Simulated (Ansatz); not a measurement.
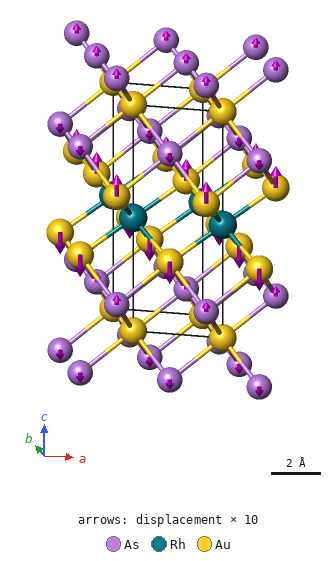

A relaxation of a crystal of As$_{2}$RhAu$_{3}$ (built on the Sn2GeTe3-164 type type). The starting structure is drawn; purple arrows show the displacements (the part carried along by the change of the cell is left out), 10 times their true length.

Style: ball-and-stick. Shown: the cell of the calculation, slightly off an axis.

These are results of Ansatz, DFT, PBEsol, plane waves, PAW, not measurements. (plane-wave cutoff 420 eV; k-point mesh 6 × 6 × 2; occupations fermi dirac; smearing width 0.03 eV; no spin polarisation; cell and atoms relaxed; force threshold 0.01 eV/Å; at most 120 steps)

Atoms of which element are displaced furthest, and by how much?

Gold: up to 0.095 Å, against 0.043 Å for arsenic.

Describe the change and its energy.

The largest moves relative to the cell, 0.095 Å, are those of Au atoms. By element the largest moves are Au 0.095 Å, As 0.043 Å. Rh stays in place. The volume changes by −14.2 %, with a = b 3.907 → 3.816 Å (−2.3 %), c 9.696 → 8.721 Å (−10.1 %). Some distances before and after: As–Au 2.824 → 2.605 Å, As–Au 2.810 → 2.694 Å, Au–Rh 2.694 → 2.621 Å. Among the angles between lasting bonds that change: As–Au–As 87.5° → 94.2°, Au–As–Au 87.5° → 94.2°, Au–As–Au 92.2° → 87.8°. The space group stays P-3m1 (No. 164). The energy falls by 0.955 eV per cell of the calculation in 7 accepted moves (8 points after the start). The largest force component goes from 0.3 to 0.0016 eV/Å. Pressure: −13.32 GPa at the start and 0.01 GPa at the end. The SCF was repeated once at an unchanged geometry on a basis and grid sized afresh for the cell, which shifted the energy by 4.3 meV per cell of the calculation at most.
